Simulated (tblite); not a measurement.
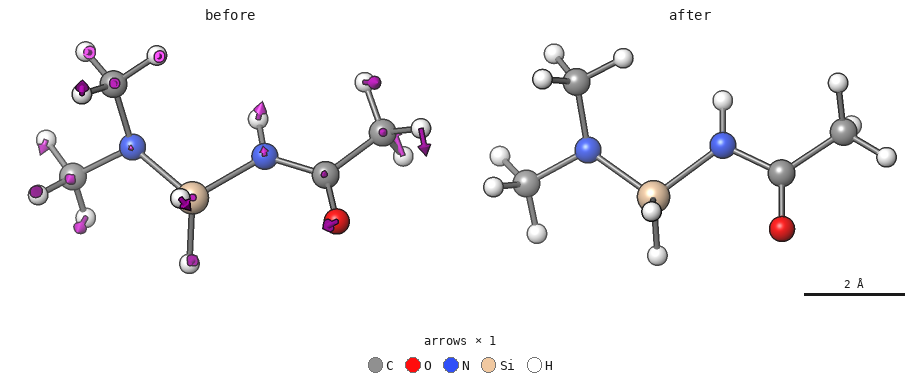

The structure of C4H12N2OSi before (left) and after (right) a relaxation, at one scale. The purple arrows give the displacements, at their true length.

A ball-and-stick model, seen face on.

The calculation used tblite, GFN2-xTB geometry optimisation, gas phase. 

Question: Summarise the run.

Answer: Over 135 geometry steps the energy falls by 30.0 kJ/mol. The atom that moves furthest after the best rigid fit is an H atom (0.92 Å). By element the largest moves are H 0.92 Å, O 0.53 Å, C 0.33 Å, N 0.23 Å, Si 0.14 Å. Near-neighbour distances that change, for instance: O–Si 3.044 → 2.709 Å, C–N 1.477 → 1.444 Å, H–Si 1.485 → 1.456 Å, C–O 1.240 → 1.215 Å. Among the angles between lasting bonds that change: Si–N–H 114.4° → 126.4°, N–Si–H 107.6° → 115.9°, C–N–Si 121.7° → 114.0°. Groups turn about C–C by about 25°, N–Si by about 20°. Cost: 1.6 s on 1 thread of Arm Neoverse N1, on a shared host.
